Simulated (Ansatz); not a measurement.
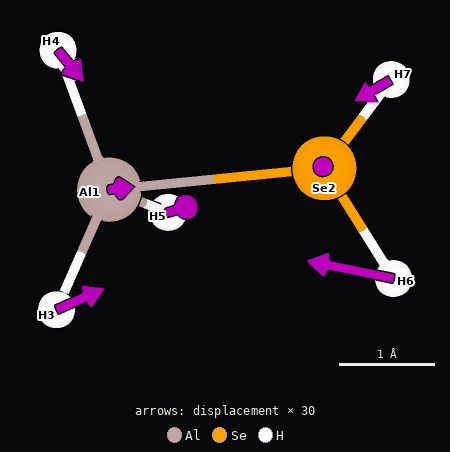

A relaxation of AlH5Se. The starting structure is drawn; purple arrows show the displacements, 30 times their true length. The two geometries are superimposed by the best rigid fit.

Style: ball-and-stick. Shown at a tilt.

The start comes from PBE-D4/def2-SVP.

Level of theory: Ansatz, RKS PBE0-D4/def2-TZVP.

Input
```yaml
crystal:
  periodic: [false, false, false]
  atoms:
    - {symbol: Al, position_ang: [-0.750435, -0.595635, -0.669047]}
    - {symbol: Se, position_ang: [0.807764, 0.314571, 1.317920]}
    - {symbol: H, position_ang: [-0.126861, -2.079548, -0.661937]}
    - {symbol: H, position_ang: [-2.129077, -0.338669, 0.122896]}
    - {symbol: H, position_ang: [-0.324545, 0.423344, -1.840136]}
    - {symbol: H, position_ang: [2.072254, 0.448198, 0.547416]}
    - {symbol: H, position_ang: [0.512101, 1.759838, 1.137190]}
basis:
  gaussian: {orbitals: def2-TZVP}
hamiltonian: {xc: pbe0, dispersion: d4}
relax: {f_tol: 0.005, max_steps: 150}
```

Which element moves most?

Hydrogen: up to 0.034 Å, against 0.011 Å for aluminium.

What did the optimiser do to the structure, and how much energy did it gain?

H6 moves most after the best rigid fit: 0.034 Å. Largest moves by element: H 0.034 Å, Al 0.011 Å, Se 0.009 Å. Among the contacts that change: Se2–H6 1.487 → 1.469 Å, Al1–Se2 2.684 → 2.668 Å, Al1–H3 1.610 → 1.596 Å. The energy falls by 0.011 eV in 4 geometry steps. Largest force component: 0.38 eV/Å at the start, 0.0013 eV/Å at the end. The run took roughly 15 core-seconds on a shared host.
